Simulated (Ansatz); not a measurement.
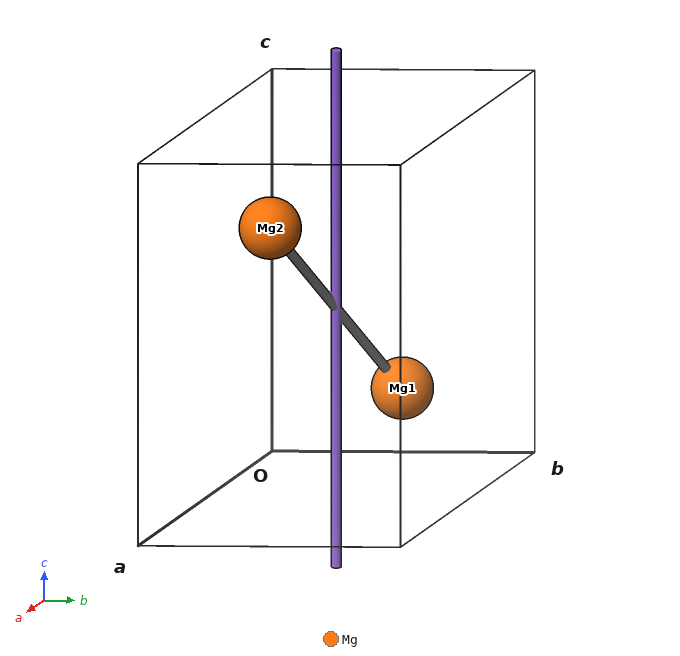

For Mg, the geometry relaxed with DFT PBEsol, scalar-relativistic, plane waves, PAW (Ansatz 0.2.0): the coloured rod is the axis of a symmetry operation of the crystal. Geometry calculated from the standardised cell; symmetry tolerance 0.002 Å.

a = 3.183 Å, b = 3.183 Å, c = 5.108 Å, α = 90.00°, β = 90.00°, γ = 120.00°.

| atom | x | y | z |
| --- | --- | --- | --- |
| Mg1 | 0.3333 | 0.6667 | 0.2500 |
| Mg2 | 0.6667 | 0.3333 | 0.7500 |

Take the operation x, y, z → −x+1, −y+1, z+1/2.

Question: What kind of operation is it, and where does it lie?

Answer: It is a 2₁ screw rotation with translation (0, 0, 1/2), about the line along [0 0 1] through (1/2, 1/2, 1/2).

Question: Onto which atom does it carry each atom (up to whole multiples of a, b and c)?

Answer: Mg1 → Mg2, Mg2 → Mg1.

Question: What is the crystal's space group?

Answer: P6₃/mmc, No. 194.
